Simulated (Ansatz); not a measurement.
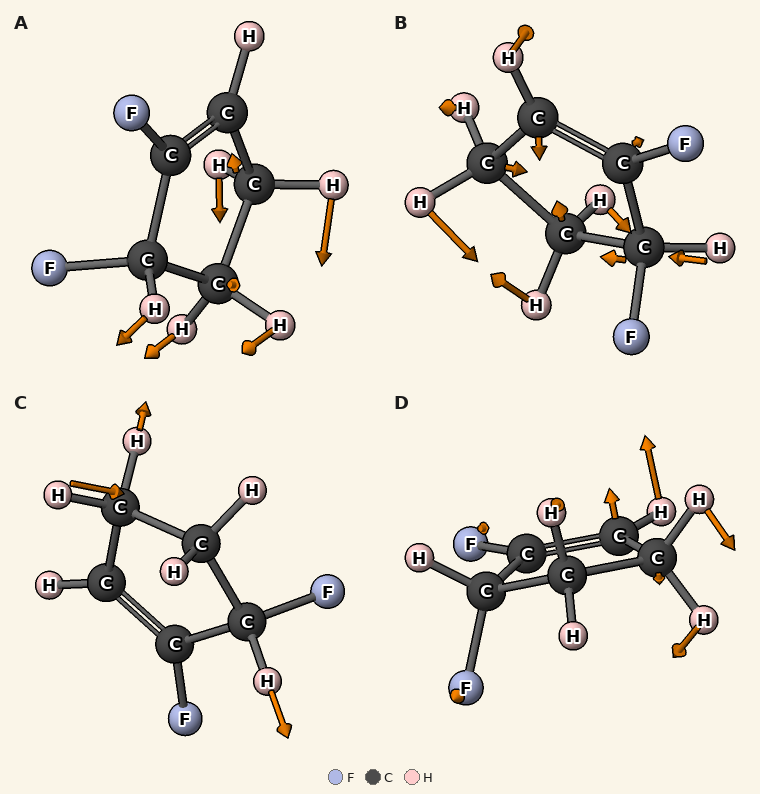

4 normal modes of one molecule or complex, as arrows. Harmonic vibrations computed with RKS PBE0-D4/def2-TZVP (Ansatz 0.2.0) at a stationary point of the same level.

Match the panels to the wavenumbers 257 cm⁻¹, 906 cm⁻¹, 1342 cm⁻¹, 3087 cm⁻¹.

Answer. A: 1342 cm⁻¹
B: 906 cm⁻¹
C: 3087 cm⁻¹, out-of-phase stretching of 3 C–H bonds
D: 257 cm⁻¹
